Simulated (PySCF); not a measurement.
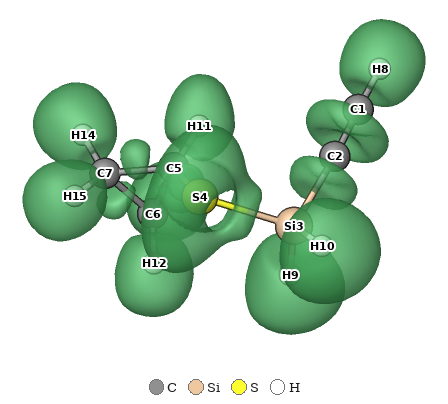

*C5H8SSi (SMILES C#C[SiH2]SC1CC1). Isosurface of the electron localisation function at 0.8 (green), seen at a tilt. Core shells and regions of very low density are left out.*

Geometry: GFN2-xTB.

These are results of PySCF, PBE0/def2-SVPD, SCF density, gas phase, not measurements.

```json
{"atom": "C", "x (Å)": "3.1789", "y (Å)": "0.3285", "z (Å)": "-0.9205"}
{"atom": "C", "x (Å)": "2.5426", "y (Å)": "-0.1069", "z (Å)": "0.0029"}
{"atom": "Si", "x (Å)": "1.4810", "y (Å)": "-0.6967", "z (Å)": "1.3959"}
{"atom": "S", "x (Å)": "-0.1631", "y (Å)": "0.6820", "z (Å)": "1.5890"}
{"atom": "C", "x (Å)": "-0.8229", "y (Å)": "0.5860", "z (Å)": "-0.0834"}
{"atom": "C", "x (Å)": "-1.6776", "y (Å)": "-0.5792", "z (Å)": "-0.4708"}
{"atom": "C", "x (Å)": "-2.2926", "y (Å)": "0.7731", "z (Å)": "-0.2766"}
{"atom": "H", "x (Å)": "3.7533", "y (Å)": "0.6978", "z (Å)": "-1.7215"}
{"atom": "H", "x (Å)": "0.9502", "y (Å)": "-2.0132", "z (Å)": "1.0504"}
{"atom": "H", "x (Å)": "2.1599", "y (Å)": "-0.6178", "z (Å)": "2.6782"}
{"atom": "H", "x (Å)": "-0.1391", "y (Å)": "1.0010", "z (Å)": "-0.8113"}
{"atom": "H", "x (Å)": "-1.8734", "y (Å)": "-1.3310", "z (Å)": "0.2790"}
{"atom": "H", "x (Å)": "-1.5804", "y (Å)": "-0.9720", "z (Å)": "-1.4723"}
{"atom": "H", "x (Å)": "-2.6269", "y (Å)": "1.3267", "z (Å)": "-1.1410"}
{"atom": "H", "x (Å)": "-2.8943", "y (Å)": "0.9295", "z (Å)": "0.6054"}
```

Where are the electrons localised?

Answer. The ELF exceeds this value in four regions between bonded C–C atoms (shared pairs), one region between bonded C–S atoms (shared pairs), one region between bonded C–Si atoms (shared pairs), eight regions around hydrogen nuclei and one region on S in which the atom's valence shell and bonds are merged.

Values along the shortest contacts:
C–C (1.20 Å): the ELF peaks at about 0.85 between the atoms (a short, multiple covalent bond). C–S (1.80 Å): the ELF peaks at about 0.90 between the atoms, as expected for localised, covalent bonding.
